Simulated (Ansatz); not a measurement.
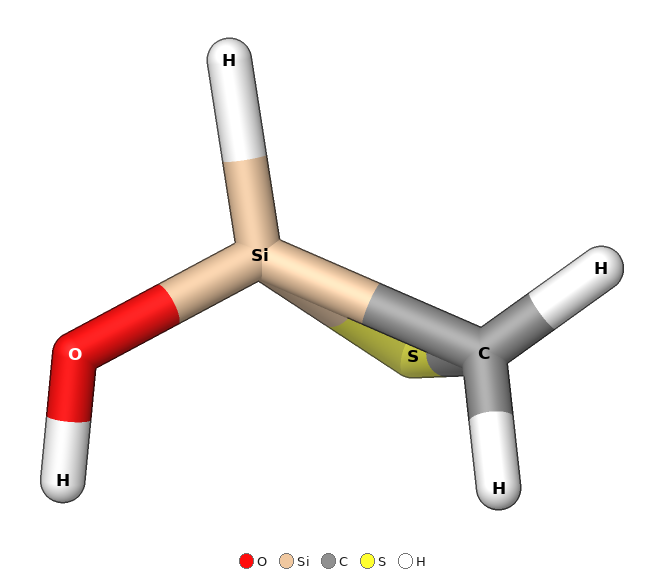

Stick drawing of a structure.

Identify the structure.

It has 8 atoms: 1 carbon, 4 hydrogen, 1 oxygen, 1 sulfur and 1 silicon (CH₄OSSi). As SMILES it reads `O[Si@H]1CS1`. Independent rings (smallest set): 1 of 3 members. Among its groups: Si–H bond, Si–O bond. This geometry has C1 symmetry. Coordination, clear cases only: 1 O bent.

More results for the same structure follow; atom numbers are the same in all pictures, views and colours differ. The geometry was computed by an optimisation with PBE0-D4/def2-TZVP.

**Shape**

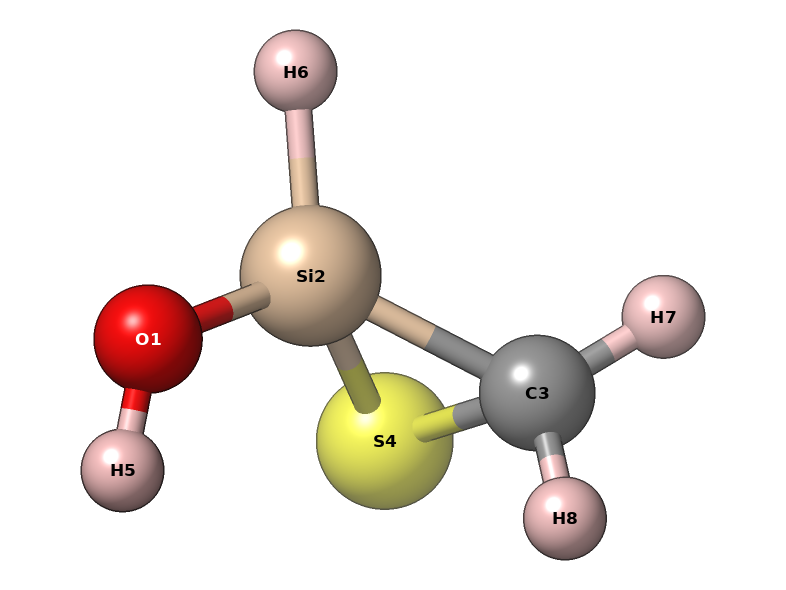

Atoms fade into the background with distance from the viewer.

**Which atoms or bonds are stereogenic?**

Centres: Si2.

**Assign CIP descriptors.**

Si2: R (priorities S4 > O1 > C3 > H6).

**Levels of theory compared**

Program: Ansatz 0.2.0.

At this fixed geometry, give HOMO–LUMO gap (eV), HOMO energy (eV) at these levels: B3LYP-D4/def2-TZVPP; B97M-V/def2-TZVPP; BHLYP-D4/def2-TZVPP; CAM-B3LYP-D4/def2-TZVPP; HSE06 (plane-wave form)-D4/def2-TZVPP; PBE-D4/def2-TZVPP; PBE0-D4/def2-SVP; r2SCAN0-D4/def2-TZVPP; r2SCANh-D4/def2-TZVPP; revPBE-D4/def2-TZVPP; ωB97X-V/def2-TZVPP.

```json
{"level": "B3LYP-D4/def2-TZVPP", "HOMO–LUMO gap (eV)": "6.72", "HOMO energy (eV)": "−6.83"}
{"level": "B97M-V/def2-TZVPP", "HOMO–LUMO gap (eV)": "5.68", "HOMO energy (eV)": "−6.22"}
{"level": "BHLYP-D4/def2-TZVPP", "HOMO–LUMO gap (eV)": "9.20", "HOMO energy (eV)": "−8.15"}
{"level": "CAM-B3LYP-D4/def2-TZVPP", "HOMO–LUMO gap (eV)": "9.55", "HOMO energy (eV)": "−8.39"}
{"level": "HSE06 (plane-wave form)-D4/def2-TZVPP", "HOMO–LUMO gap (eV)": "6.48", "HOMO energy (eV)": "−6.69"}
{"level": "PBE-D4/def2-TZVPP", "HOMO–LUMO gap (eV)": "5.09", "HOMO energy (eV)": "−5.88"}
{"level": "PBE0-D4/def2-SVP", "HOMO–LUMO gap (eV)": "7.61", "HOMO energy (eV)": "−6.98"}
{"level": "r2SCAN0-D4/def2-TZVPP", "HOMO–LUMO gap (eV)": "7.65", "HOMO energy (eV)": "−7.26"}
{"level": "r2SCANh-D4/def2-TZVPP", "HOMO–LUMO gap (eV)": "6.46", "HOMO energy (eV)": "−6.58"}
{"level": "revPBE-D4/def2-TZVPP", "HOMO–LUMO gap (eV)": "5.12", "HOMO energy (eV)": "−5.83"}
{"level": "ωB97X-V/def2-TZVPP", "HOMO–LUMO gap (eV)": "11.70", "HOMO energy (eV)": "−9.44"}
```

**Thermal motion**

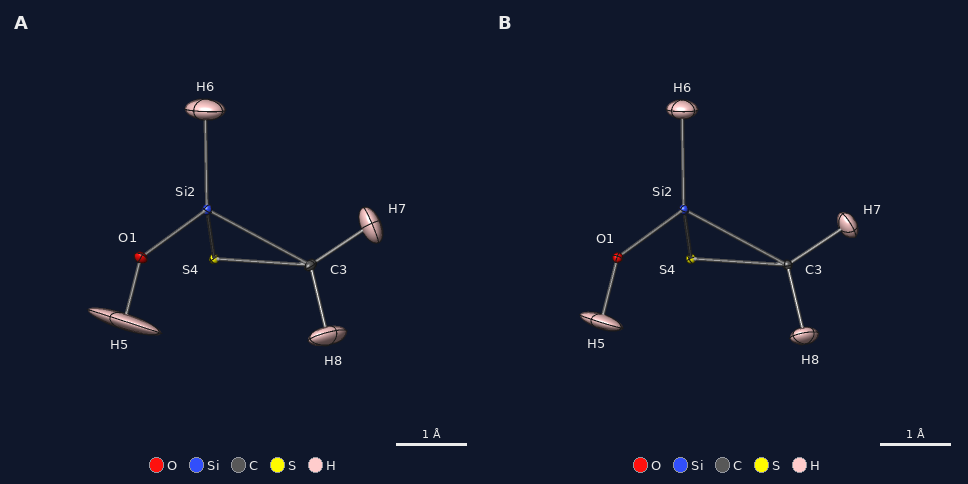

Displacement ellipsoids at the 50 % level, from the internal vibrations of the free molecule (harmonic, no overall translation or rotation; no half-axis is drawn under 0.075 Å). Vibrations computed with RKS PBE0-D4/def2-TZVP (Ansatz 0.2.0). One panel is for 0 K (zero-point motion alone), the other for 600 K.

**Which panel is for 600 K?**

A.

**How much does the mean-square displacement of H5 grow, and why?**

U_eq goes from 0.0288 to 0.0816 Å², a factor of 2.8. Modes below kT (417 cm⁻¹ at 600 K) grow about in proportion to T, and the lowest lies at 200 cm⁻¹; the mean-square amplitude of a mode is its zero-point value times coth(ħω/2kT), which comes close to 1 only above about 3kT.

**Charges**

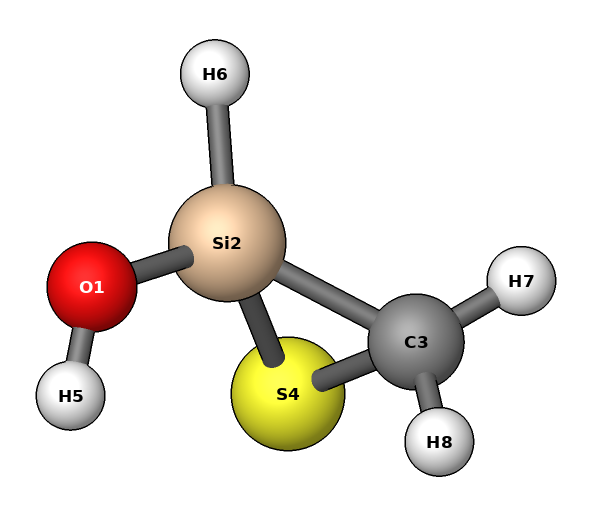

The questions are on Mulliken charges. Method: RKS PBE0-D4/def2-TZVP (Ansatz 0.2.0).

Give the Mulliken charges atom by atom.

```json
{"atom": "O1", "value (e)": "−0.51"}
{"atom": "Si2", "value (e)": "0.45"}
{"atom": "C3", "value (e)": "−0.33"}
{"atom": "S4", "value (e)": "−0.23"}
{"atom": "H5", "value (e)": "0.33"}
{"atom": "H6", "value (e)": "0.00"}
{"atom": "H7", "value (e)": "0.15"}
{"atom": "H8", "value (e)": "0.15"}
```

Mulliken values depend strongly on the basis set and can even reverse the polarity of a bond.
